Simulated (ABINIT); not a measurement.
# MgInCl3 (Pm-3m): third-order response, part 2 of 2

Aim: Raman and infrared lines of MgInCl3 (Pm-3m).

ABINIT 10.8.3; DFT LDA, scalar-relativistic, plane waves, HGH norm-conserving pseudopotentials.

So far. Step 4 (Relaxation): The volume changes by -0.1 % in this run and stands -7.3 % from the first cell. Step 5 (Ground state): The cell stands at -0.78 GPa: the relaxation ran with a smoothed and higher cutoff and on another k mesh. The relaxed cell has a = 4.834 Å (conventional setting).

The structure was built from a prototype and need not be the compound's stable phase.

## Step 7: Linear response at Γ

The derivative of the wavefunctions by k comes first, since the response to a field is built on it; then the field and the displacements that symmetry doesn't supply are solved at q = 0. By the 2n+1 theorem the first-order wavefunctions also give third derivatives: Raman tensors and the non-linear susceptibility.

It reads the wavefunctions written in step 5.

Contents of dfpt_gamma.abi:

```
ndtset 3

# common to the responses
getwfk_filepath "gso_WFK"
kptopt 2
nqpt 1
qpt 0.0 0.0 0.0
asr 0
chneut 0

# d/dk
rfelfd1 2
rfdir1 1 1 1
iscf1 -3
tolwfr1 1.0d-20

# displacements, field
rfphon2 1
rfatpol2 1 5
rfdir2 1 1 1
rfelfd2 3
getddk2 1
tolvrs2 1.0d-10
prepanl2 1
prtden2 1

# third order
optdriver3 5
getden_filepath3 "gso_DEN"
get1den3 2
get1wf3 2
getddk3 1
d3e_pert1_elfd3 1
d3e_pert1_phon3 1
d3e_pert1_atpol3 1 5
d3e_pert1_dir3 1 1 1
d3e_pert2_elfd3 1
d3e_pert2_dir3 1 1 1
d3e_pert3_elfd3 1
d3e_pert3_dir3 1 1 1
usepead3 1
tolvrs3 1.0d-10

# basis, mesh and filling
ecut 30.0
ixc 7
ngkpt 4 4 4
nshiftk 1
shiftk 0.5 0.5 0.5
istwfk *1
occopt 1
nband 13
nstep 100
diemac 9.0
prtebands 0
prtgsr 0

# cell and atoms
acell 3*1.0 Angstrom
rprim 
    4.834259211 0.0 0.0
    0.0 4.834259211 0.0
    0.0 0.0 4.834259211
ntypat 3
znucl 49 12 17
natom 5
typat 1 2 3 3 3
xred 
    0.0 0.0 0.0
    0.5 0.5 0.5
    0.5 0.5 0.0
    0.5 0.0 0.5
    0.0 0.5 0.5
pp_dirpath "./pseudo"
pseudos "In.hgh, Mg.hgh, Cl.hgh"
```

Started as:

```console
$ OMP_NUM_THREADS=1 mpirun -n 4 abinit dfpt_gamma.abi > dfpt_gamma.log
```

Numbers of over 12 decimals in the logs are rounded to 6 here.

dfpt_gamma.abo, the main output file:

```text
[banners, grids, parts of the stress and lines that vanish by symmetry left out]
- input  file    -> dfpt_gamma.abi
- output file    -> dfpt_gamma.abo
- root for input  files -> dfpt_gammai
[...]
DATASET    1 : space group Pm -3 m (#221); Bravais cP (primitive cubic)
[...]
nfft =      110592          nkpt =          32
[...]
DATASET    2 : space group Pm -3 m (#221); Bravais cP (primitive cubic)
[...]
nfft =      110592          nkpt =          32
[...]
DATASET    3 : space group Pm -3 m (#221); Bravais cP (primitive cubic)
[...]
mpw =        5998          nfft =      110592          nkpt =          32
[...]
== DATASET  1 ==================================================================
[...]
cutoff_energies: {ecut:  30.0, pawecutdg:  -1.0, }
[...]
Exchange-correlation functional for the present dataset will be:
  LDA: Perdew-Wang 92 LSD fit to Ceperley-Alder data - ixc=7
[...]
- 17.00000   7.00000     10605                znucl, zion, pspdat
[...]
Perturbation : derivative vs k along direction   1
[...]
-ETOT  1  -11.503117205453     -1.150E+01 2.446E-02 0.000E+00
 ETOT  2  -11.521955810944     -1.884E-02 1.588E-04 0.000E+00
 ETOT  3  -11.522033783697     -7.797E-05 6.757E-07 0.000E+00
 ETOT  4  -11.522034208353     -4.247E-07 3.455E-09 0.000E+00
 ETOT  5  -11.522034211021     -2.668E-09 4.755E-11 0.000E+00
[...]
At SCF step   10   max residual=  9.98E-21 < tolwfr=  1.00E-20 =>converged.
[...]
Perturbation : derivative vs k along direction   2
[...]
-ETOT  1  -11.502872038461     -1.150E+01 2.446E-02 0.000E+00
[...]
At SCF step   10   max residual=  9.58E-21 < tolwfr=  1.00E-20 =>converged.
[...]
Perturbation : derivative vs k along direction   3
[...]
-ETOT  1  -11.503117058523     -1.150E+01 2.446E-02 0.000E+00
[...]
At SCF step   10   max residual=  9.98E-21 < tolwfr=  1.00E-20 =>converged.
[...]
1        1       1.2526210049    0.0000000000
     1        2       0.0000000000    0.0000000000
     1        3       0.0000000000    0.0000000000
     2        1       0.0000000000    0.0000000000
     2        2       1.2526210049   -0.0000000000
     2        3       0.0000000000    0.0000000000
     3        1       0.0000000000    0.0000000000
     3        2       0.0000000000    0.0000000000
     3        3       1.2526210049   -0.0000000000
[...]
== DATASET  2 ==================================================================
[...]
cutoff_energies: {ecut:  30.0, pawecutdg:  -1.0, }
[...]
Exchange-correlation functional for the present dataset will be:
  LDA: Perdew-Wang 92 LSD fit to Ceperley-Alder data - ixc=7
[...]
Perturbation : displacement of atom   1   along direction   1
[...]
-ETOT  1   10.760528529001     -3.857E+01 1.439E-01 5.516E+04
[...]
At SCF step   10       vres2   =  5.31E-12 < tolvrs=  1.00E-10 =>converged.
[...]
Perturbation : displacement of atom   2   along direction   1
[...]
-ETOT  1   14.962900201923     -4.180E+00 8.243E-02 4.941E+04
[...]
At SCF step   10       vres2   =  4.28E-11 < tolvrs=  1.00E-10 =>converged.
[...]
Perturbation : displacement of atom   3   along direction   1
[...]
-ETOT  1   629.75657122858     -3.638E+02 4.096E+00 2.247E+06
[...]
At SCF step   12       vres2   =  5.03E-12 < tolvrs=  1.00E-10 =>converged.
[...]
Perturbation : displacement of atom   3   along direction   3
[...]
-ETOT  1   753.52024082813     -2.604E+02 4.691E+00 2.658E+06
[...]
At SCF step   11       vres2   =  4.03E-11 < tolvrs=  1.00E-10 =>converged.
[...]
Perturbation : homogeneous electric field along direction   1
[...]
-ETOT  1  -90.747304150988     -9.075E+01 5.427E-01 1.501E+04
[...]
At SCF step   10       vres2   =  2.81E-11 < tolvrs=  1.00E-10 =>converged.
[...]
Perturbation : homogeneous electric field along direction   2
[...]
-ETOT  1  -90.747705358915     -9.075E+01 5.427E-01 1.500E+04
[...]
At SCF step   10       vres2   =  2.76E-11 < tolvrs=  1.00E-10 =>converged.
[...]
Perturbation : homogeneous electric field along direction   3
[...]
-ETOT  1  -90.747303757181     -9.075E+01 5.427E-01 1.501E+04
[...]
ETOT  9  -98.337031049652     -3.996E-11 5.898E-14 1.167E-09
 ETOT 10  -98.337031049653     -9.663E-13 1.543E-15 2.808E-11
 At SCF step   10       vres2   =  2.81E-11 < tolvrs=  1.00E-10 =>converged.
[...]
Dielectric tensor, in cartesian coordinates,
[...]
1    7   1    7         4.4264028259        -0.0000000000
   1    7   2    7        -0.0000000000        -0.0000000000
   1    7   3    7        -0.0000000000        -0.0000000000
   2    7   1    7        -0.0000000000        -0.0000000000
   2    7   2    7         4.4264028259        -0.0000000000
   2    7   3    7        -0.0000000000        -0.0000000000
   3    7   1    7        -0.0000000000        -0.0000000000
   3    7   2    7        -0.0000000000        -0.0000000000
   3    7   3    7         4.4264028259        -0.0000000000
  Effective charges, in cartesian coordinates,
[...]
1    1   1    7         2.1942290936         0.0000000000
   2    1   1    7         0.0000000000         0.0000000000
   3    1   1    7         0.0000000000         0.0000000000
   1    2   1    7         2.2653599534         0.0000000000
   2    2   1    7         0.0000000000         0.0000000000
[...]
Effective charges, in cartesian coordinates,
[...]
2    7   1    5         0.0000000000         0.0000000000
   3    7   1    5         0.0000000000         0.0000000000
   1    7   2    5         0.0000000000         0.0000000000
   2    7   2    5        -1.3542968090         0.0000000000
   3    7   2    5         0.0000000000         0.0000000000
   1    7   3    5         0.0000000000         0.0000000000
   2    7   3    5         0.0000000000         0.0000000000
   3    7   3    5        -1.3542968090         0.0000000000
  Phonon wavevector (reduced coordinates) :  0.00000  0.00000  0.00000
 Phonon energies in Hartree :
[...]
Phonon frequencies in cm-1    :
- -2.727027E+01 -2.727027E+01 -2.727027E+01  6.089029E+00  6.089029E+00
-  6.089029E+00  8.864147E+01  8.864147E+01  8.864147E+01  1.225067E+02
-  1.225067E+02  1.225067E+02  3.097177E+02  3.097177E+02  3.097177E+02
  Phonon at Gamma, with non-analyticity in the
[...]
Phonon energies in Hartree :
[...]
Phonon frequencies in cm-1    :
- -2.727027E+01 -2.727027E+01  5.925146E+00  6.089029E+00  6.089029E+00
-  6.683286E+01  8.864147E+01  8.864147E+01  8.864147E+01  1.225067E+02
-  1.225067E+02  1.651642E+02  3.097177E+02  3.097177E+02  3.494301E+02
  Phonon at Gamma, with non-analyticity in the
[...]
Phonon energies in Hartree :
[...]
Phonon frequencies in cm-1    :
- -2.727027E+01 -2.727027E+01  5.925146E+00  6.089029E+00  6.089029E+00
-  6.683286E+01  8.864147E+01  8.864147E+01  8.864147E+01  1.225067E+02
-  1.225067E+02  1.651642E+02  3.097177E+02  3.097177E+02  3.494301E+02
  Phonon at Gamma, with non-analyticity in the
[...]
Phonon energies in Hartree :
[...]
Phonon frequencies in cm-1    :
- -2.727027E+01 -2.727027E+01  5.925146E+00  6.089029E+00  6.089029E+00
-  6.683286E+01  8.864147E+01  8.864147E+01  8.864147E+01  1.225067E+02
-  1.225067E+02  1.651642E+02  3.097177E+02  3.097177E+02  3.494301E+02
[...]
== DATASET  3 ==================================================================
[...]
cutoff_energies: {ecut:  30.0, pawecutdg:  -1.0, }
[...]
Exchange-correlation functional for the present dataset will be:
  LDA: Perdew-Wang 92 LSD fit to Ceperley-Alder data - ixc=7
[...]
1          1       -0.000000000       -0.000000000       -0.000000000
[...]
1          2       -0.000000000       -0.000000000       -0.000000000
[...]
1          3       -0.000000000       -0.000000000       -0.000000000
[...]
2          1       -0.000000000       -0.000000000       -0.000000000
[...]
2          2       -0.000000000       -0.000000000       -0.000000000
[...]
2          3       -0.000000000       -0.000000000       -0.000000000
[...]
3          1       -0.000000000       -0.000000000       -0.000000000
[...]
3          2       -0.000000000       -0.000000000       -0.000000000
[...]
3          3       -0.000000000       -0.000000000       -0.000000000
[...]
4          1       -0.000000000       -0.000000000       -0.000000000
[...]
4          2       -0.000000000       -0.000000000       -0.000000000
[...]
4          3       -0.000000000       -0.000000000       -0.000000000
[...]
5          1       -0.000000000       -0.000000000       -0.000000000
[...]
5          2       -0.000000000       -0.000000000       -0.000000000
[...]
5          3       -0.000000000       -0.000000000       -0.000000000
[...]
strten2     0.0000000000E+00  0.0000000000E+00  0.0000000000E+00
           strten3     0.0000000000E+00  0.0000000000E+00  0.0000000000E+00
================================================================================
```

Elapsed: 2.5 min, on 4 MPI ranks of Arm Neoverse V2, shared host.

This step gave:

```yaml
miss_of_the_charge_sum_rule: 0.006538 e
largest_acoustic_frequency_at_the_zone_centre_before_the_sum_rule: 6.09 cm⁻¹
highest_optical_zone_centre_mode_no_lo_to_term: 309.7 cm⁻¹
lowest_optical_zone_centre_mode: -27.27 cm⁻¹
mean_high_frequency_dielectric_constant: 4.426
largest_born_charge_in_size_third_of_the_trace: 2.265 e
```

Born charge (rows field, columns displacement), before the sum rule (e), principal values of the symmetric part by kind of site:

| atom | atoms with these values | low | middle | high | mean |
| --- | --- | --- | --- | --- | --- |
| In1 | 1 | 2.19 | 2.19 | 2.19 | 2.19 |
| Mg2 | 1 | 2.27 | 2.27 | 2.27 | 2.27 |
| Cl3 | 3 | -1.76 | -1.35 | -1.35 | -1.49 |

In full for Cl3:

```
-1.35  0.00  0.00
 0.00 -1.35  0.00
 0.00  0.00 -1.76
```

High-frequency dielectric tensor:

```
4.43 0.00 0.00
0.00 4.43 0.00
0.00 0.00 4.43
```

The acoustic modes at Γ come out as far as 6.1 cm⁻¹ from zero, where they should vanish, a small numerical error; the Born charges miss their sum rule by 0.0065 e, which is good. The lowest optical mode is imaginary, 27i cm⁻¹, an instability at this level and on this k mesh.

## Step 8: Zone-centre analysis

anaddb reads the merged derivatives, imposes the acoustic sum rule and charge neutrality, and adds the LO-TO term along chosen directions.

Contents of anaddb.abi:

```
ddb_filepath "gamma_DDB"
output_file "anaddb.abo"
outdata_prefix "anaddb"
asr 1
chneut 1
enunit 2
eivec 1
nph1l 1
qph1l 0.0 0.0 0.0 1.0
dieflag 2
nph2l 3
qph2l 
    1.0 0.0 0.0 0.0
    0.0 0.0 1.0 0.0
    1.0 1.0 1.0 0.0
nlflag 1
ramansr 1
alphon 1
prtmbm 1
```

Contents of mrgddb.in:

```
gamma_DDB
merged
3
dfpt_gammao_DS2_DDB
dfpt_gammao_DS3_DDB
gso_DDB
```

Started as:

```console
$ mrgddb < mrgddb.in > mrgddb.log
$ OMP_NUM_THREADS=1 anaddb anaddb.abi > anaddb.log
```

anaddb.abo, the main output file:

```text
[banners, grids, parts of the stress and lines that vanish by symmetry left out]
-outvars_anaddb: echo values of input variables ----------------------

 Flags :
[...]
Dielectric Tensor and Effective Charges
[...]
Effective charge tensors after
[...]
1          1       -0.000000000       -0.000000000       -0.000000000
[...]
1          2       -0.000000000       -0.000000000       -0.000000000
[...]
1          3       -0.000000000       -0.000000000       -0.000000000
[...]
2          1       -0.000000000       -0.000000000       -0.000000000
[...]
2          2       -0.000000000       -0.000000000       -0.000000000
[...]
2          3       -0.000000000       -0.000000000       -0.000000000
[...]
3          1       -0.000000000       -0.000000000       -0.000000000
[...]
3          2       -0.000000000       -0.000000000       -0.000000000
[...]
3          3       -0.000000000       -0.000000000       -0.000000000
[...]
4          1       -0.000000000       -0.000000000       -0.000000000
[...]
4          2       -0.000000000       -0.000000000       -0.000000000
[...]
4          3       -0.000000000       -0.000000000       -0.000000000
[...]
5          1       -0.000000000       -0.000000000       -0.000000000
[...]
5          2       -0.000000000       -0.000000000       -0.000000000
[...]
5          3       -0.000000000       -0.000000000       -0.000000000
[...]
Phonon wavevector (reduced coordinates) :  0.00000  0.00000  0.00000
 Phonon energies in Hartree :
[...]
Phonon energies in meV     :
- -3.464217E+00 -3.464217E+00 -3.464217E+00  0.000000E+00  0.000000E+00
-  0.000000E+00  1.092741E+01  1.092741E+01  1.092741E+01  1.516798E+01
-  1.516798E+01  1.516798E+01  3.839208E+01  3.839208E+01  3.839208E+01
 Phonon frequencies in cm-1    :
- -2.794080E+01 -2.794080E+01 -2.794080E+01  0.000000E+00  0.000000E+00
-  0.000000E+00  8.813549E+01  8.813549E+01  8.813549E+01  1.223380E+02
-  1.223380E+02  1.223380E+02  3.096530E+02  3.096530E+02  3.096530E+02
 Phonon frequencies in Thz     :
- -8.376441E-01 -8.376441E-01 -8.376441E-01  0.000000E+00  0.000000E+00
-  0.000000E+00  2.642236E+00  2.642236E+00  2.642236E+00  3.667602E+00
-  3.667602E+00  3.667602E+00  9.283163E+00  9.283163E+00  9.283163E+00
 Phonon energies in Kelvin  :
- -4.020057E+01 -4.020057E+01 -4.020057E+01  0.000000E+00  0.000000E+00
-  0.000000E+00  1.268073E+02  1.268073E+02  1.268073E+02  1.760171E+02
-  1.760171E+02  1.760171E+02  4.455216E+02  4.455216E+02  4.455216E+02
[...]
-  1  0.00000000E+00  0.00000000E+00 -1.56920010E-03
-     0.00000000E+00  0.00000000E+00  0.00000000E+00
-  2  0.00000000E+00  0.00000000E+00  8.32064547E-04
-     0.00000000E+00  0.00000000E+00  0.00000000E+00
-  3  0.00000000E+00  0.00000000E+00  1.10490177E-03
-     0.00000000E+00  0.00000000E+00  0.00000000E+00
-  4  0.00000000E+00  0.00000000E+00  1.70341351E-03
-     0.00000000E+00  0.00000000E+00  0.00000000E+00
-  5  0.00000000E+00  0.00000000E+00  1.70341351E-03
-     0.00000000E+00  0.00000000E+00  0.00000000E+00
[...]
-  1  0.00000000E+00 -1.56920010E-03  0.00000000E+00
-     0.00000000E+00  0.00000000E+00  0.00000000E+00
-  2  0.00000000E+00  8.32064547E-04  0.00000000E+00
-     0.00000000E+00  0.00000000E+00  0.00000000E+00
-  3  0.00000000E+00  1.70341351E-03  0.00000000E+00
-     0.00000000E+00  0.00000000E+00  0.00000000E+00
-  4  0.00000000E+00  1.10490177E-03  0.00000000E+00
-     0.00000000E+00  0.00000000E+00  0.00000000E+00
-  5  0.00000000E+00  1.70341351E-03  0.00000000E+00
-     0.00000000E+00  0.00000000E+00  0.00000000E+00
[...]
-  1  1.56920010E-03  0.00000000E+00  0.00000000E+00
-     0.00000000E+00  0.00000000E+00  0.00000000E+00
-  2 -8.32064547E-04  0.00000000E+00  0.00000000E+00
-     0.00000000E+00  0.00000000E+00  0.00000000E+00
-  3 -1.70341351E-03  0.00000000E+00  0.00000000E+00
-     0.00000000E+00  0.00000000E+00  0.00000000E+00
-  4 -1.70341351E-03  0.00000000E+00  0.00000000E+00
-     0.00000000E+00  0.00000000E+00  0.00000000E+00
[...]
-  4 -4.53050580E-04  0.00000000E+00  0.00000000E+00
[...]
-  5  2.96814246E-03  0.00000000E+00  0.00000000E+00
[...]
-         0.000000000       0.000000000       0.000000000
-         0.000000000       0.000000000       0.000000000
-         0.000000000       0.000000000       0.000000000
[...]
-         0.000000000       0.000000000       0.000000000
-         0.000000000       0.000000000       0.000000000
-         0.000000000       0.000000000       0.000000000
[...]
Phonon at Gamma, with non-analyticity in the
[...]
Phonon energies in Hartree :
[...]
Phonon energies in meV     :
- -3.464217E+00 -3.464217E+00  0.000000E+00  0.000000E+00  0.000000E+00
-  8.261806E+00  1.092741E+01  1.092741E+01  1.092741E+01  1.516798E+01
-  1.516798E+01  2.045186E+01  3.839208E+01  3.839208E+01  4.331873E+01
 Phonon frequencies in cm-1    :
- -2.794080E+01 -2.794080E+01  0.000000E+00  0.000000E+00  0.000000E+00
[...]
Phonon frequencies in Thz     :
[...]
Phonon energies in Kelvin  :
[...]
-  1  0.00000000E+00  0.00000000E+00  1.56920010E-03
[...]
-  2  0.00000000E+00  0.00000000E+00 -8.32064547E-04
[...]
-  3  0.00000000E+00  0.00000000E+00 -1.10490177E-03
[...]
-  4  0.00000000E+00  0.00000000E+00 -1.70341351E-03
[...]
Phonon at Gamma, with non-analyticity in the
[...]
Phonon energies in Hartree :
[...]
Phonon energies in meV     :
[...]
Phonon frequencies in cm-1    :
[...]
Phonon frequencies in Thz     :
[...]
Phonon energies in Kelvin  :
[...]
Phonon at Gamma, with non-analyticity in the
[...]
Phonon energies in Hartree :
[...]
Phonon energies in meV     :
[...]
Phonon frequencies in cm-1    :
[...]
Phonon frequencies in Thz     :
[...]
Phonon energies in Kelvin  :
[...]
-  9.587428E+01  1.268073E+02  1.268073E+02  1.268073E+02  1.760171E+02
-  1.760171E+02  2.373340E+02  4.455216E+02  4.455216E+02  5.026930E+02
[...]
-  4 -3.65935097E-04 -1.50571863E-03  1.36105597E-04
[...]
-  5  2.39740891E-03  2.29829500E-04  1.36105597E-04
[...]
-         0.000000000       0.000000000       0.000000000
-         0.000000000       0.000000000       0.000000000
[...]
Spherical averages : G0=     0.000000000    G1=     0.000000000    G2=     0.000000000

-
```

The job ended after 1.2 s (1 thread).

Read from the output:

| Property | Result |
| --- | --- |
| highest optical zone-centre mode (no LO-TO term) | 309.6 cm⁻¹ |
| lowest optical zone-centre mode | -27.94 cm⁻¹ |
| highest mode moved by the LO-TO term | 349.4 cm⁻¹ |

No LO-TO term; unit eigenvectors of the mass-weighted matrix, from anaddb's displacements. Modes at Γ, with each element's share of the kinetic energy (negative means imaginary):

| mode | frequency (cm⁻¹) | symmetry | In % | Mg % | Cl % |
| --- | --- | --- | --- | --- | --- |
| 1 | -27.9 | T1u | 52 | 3 | 45 |
| 2 | -27.9 | T1u | 52 | 3 | 45 |
| 3 | -27.9 | T1u | 52 | 3 | 45 |
| 4 | 0.0 | acoustic | 47 | 10 | 43 |
| 5 | 0.0 | acoustic | 47 | 10 | 43 |
| 6 | 0.0 | acoustic | 47 | 10 | 43 |
| 7 | 88.1 | T2u | 0 | 0 | 100 |
| 8 | 88.1 | T2u | 0 | 0 | 100 |
| 9 | 88.1 | T2u | 0 | 0 | 100 |
| 10 | 122.3 | T1u | 2 | 47 | 52 |
| 11 | 122.3 | T1u | 2 | 47 | 52 |
| 12 | 122.3 | T1u | 2 | 47 | 52 |
| 13 | 309.7 | T1u | 0 | 40 | 60 |
| 14 | 309.7 | T1u | 0 | 40 | 60 |
| 15 | 309.7 | T1u | 0 | 40 | 60 |

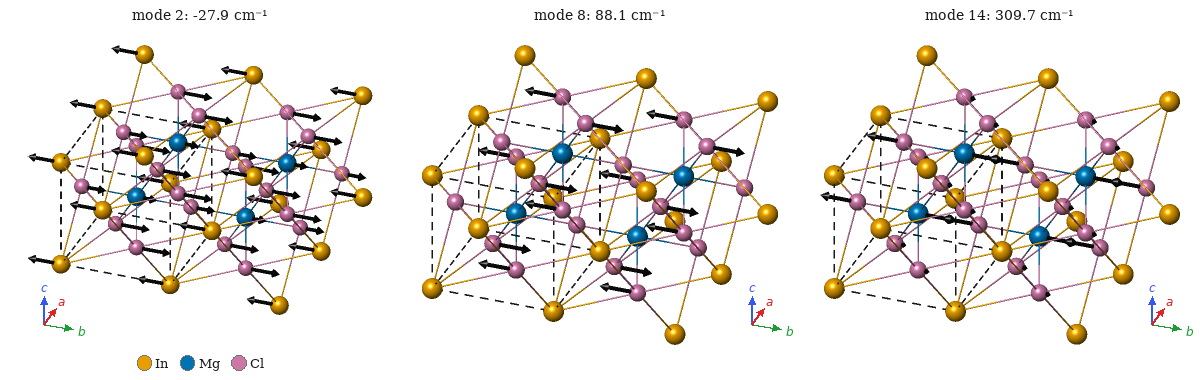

Displacement patterns of modes 2, 8 and 14 at Γ; arrows are exaggerated. 2×2×1 cells are drawn. Some periodic images of atoms are drawn too.

With imaginary modes the relaxed-ion tensors have no meaning and are not tabulated.

The rule also moves an optical mode by 0.7 cm⁻¹.

## Step 9: Outcome

- space group after relaxation: Pm-3m
- volume per atom: 22.6 Å³
- highest optical zone-centre mode (no LO-TO term): 309.6 cm⁻¹
- lowest optical zone-centre mode: -27.9 cm⁻¹
- highest mode moved by the LO-TO term: 349.4 cm⁻¹
- mean high-frequency dielectric constant: 4.43
- largest Born charge in size (third of the trace): 2.27 e
- imaginary optical modes at the zone centre (no q mesh in this session): yes

In words: No mode is Raman active in this structure. At the LDA level the optical modes of MgInCl3 (Pm-3m) at the zone centre (no LO-TO term) run from 28i to 310 cm⁻¹, so the structure is a saddle point, with 3 modes beyond 10i cm⁻¹ there. The base run prints -0.78 GPa, mostly the error of a finite basis; the relaxation, with a smoothed and higher cutoff, had brought the cell to rest. Along the directions run, the highest mode that the macroscopic field moves lies at 349 cm⁻¹. These are harmonic frequencies at zero temperature: anharmonic shifts and linewidths and thermal expansion are left out. The HGH files keep few electrons and have no core correction, which is cheap but rough for In and Mg. The structure is a hypothetical one, built on a prototype.

[Host names and launcher messages were left out of these logs when they were recorded.]

[Logs are printed without paths, hosts, clocks, repeated set-up lines and the standing remarks that a program may print on its own settings, such as how far it seeks lower states.]

[Hosts, paths, dates, database ids (printed as entryN), source tags and the programs' standing remarks are cut or masked in the printed files.]
